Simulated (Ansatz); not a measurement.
# BH− (doublet): B2PLYP, RPA-PBE over a scan of the distance B1–H2, aug-cc-pVDZ

How well do these functionals follow the top wave-function level for BH− (doublet) over a scan of the distance B1–H2?

Computed with Ansatz 0.2.0, Gaussian basis. Level: aug-cc-pVDZ, all electrons in the functionals, frozen cores in the correlation of double hybrids and RPA.

To be run: B2PLYP, RPA-PBE, at 1.005 Å; 1.141 Å; 1.263 Å; 1.381 Å; 1.531 Å; 1.720 Å; 2.024 Å; 2.354 Å; 2.846 Å; 3.444 Å; 4.267 Å.

17 further runs of the same task are left out: 14 that didn't finish, 3 set aside as unsound or not needed.

### 1 The system

The geometry derives from a PBE0/def2-TZVPD stationary point (not a proven minimum). One bond is set to the value named and the two fragments are kept rigid.

2 atoms, charge -1, spin multiplicity 2.

Atoms are counted from 1 here; the program's logs count them from 0.

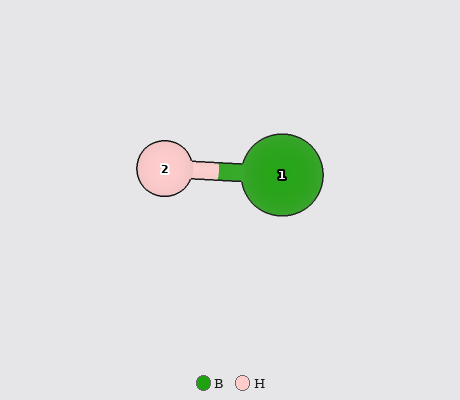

The geometry (boron green, hydrogen pink); atoms are numbered from 1 in the order of the file.

No dispersion term is added.

The geometry shown and the zero of energy belong to the point 1.263 Å. The yardstick, FCI, and other wave-function levels (R restricted, U unrestricted, valence and pair active spaces) come from earlier runs.

### 2 B2PLYP, 1.005 Å

in.yaml

```yaml
crystal:
  periodic: [false, false, false]
  atoms:
    - {symbol: B, position_ang: [0.000000, 0.000000, 0.000000]}
    - {symbol: H, position_ang: [0.000000, 0.000000, 1.005000]}
basis:
  gaussian: {orbitals: aug-cc-pVDZ}
total_charge: -1
magnetization: {spin_polarized: true, initial_magnetization: 1}
hamiltonian: {xc: {name: B2PLYP}}
correlation: {electrons: outside_noble_gas}
```

On the command line:

```
$ ansatz run in.yaml --threads 1 --pin off --events-out ev --progress --plain --max-ram 2393MiB
```

After this run come: B2PLYP, 1.141 Å; B2PLYP, 1.263 Å; B2PLYP, 1.381 Å; B2PLYP, 1.531 Å; B2PLYP, 1.720 Å; B2PLYP, 2.024 Å; B2PLYP, 2.354 Å; B2PLYP, 2.846 Å; B2PLYP, 3.444 Å; B2PLYP, 4.267 Å; RPA-PBE, 1.005 Å; RPA-PBE, 1.141 Å; RPA-PBE, 1.263 Å; RPA-PBE, 1.381 Å; RPA-PBE, 1.531 Å; RPA-PBE, 1.720 Å; RPA-PBE, 2.024 Å; RPA-PBE, 2.354 Å; RPA-PBE, 2.846 Å; RPA-PBE, 3.444 Å; RPA-PBE, 4.267 Å.

Before running them: what should the planned runs give, taken together? Wanted: span of the FCI curve; largest miss, B2PLYP; largest miss, RPA-PBE.

The runs gave:

| quantity | value |
| --- | --- |
| span of the FCI curve | 59.8 kcal/mol |
| largest miss, B2PLYP | +4.4 kcal/mol (2.846 Å) |
| largest miss, RPA-PBE | -11.5 kcal/mol (4.267 Å) |

What this shows: Of the functionals, B2PLYP keep the smallest largest miss at the points compared (at most 4.4 kcal/mol) and RPA-PBE strays most (11.5 kcal/mol, at 4.267 Å). B2PLYP, RPA-PBE clearly break the spin symmetry at some points (⟨S²⟩ up to 0.37 above the pure value), so energy there is bought with a mixed spin. Functionals and the yardstick converge differently with the basis, so part of each miss in aug-cc-pVDZ is the basis.
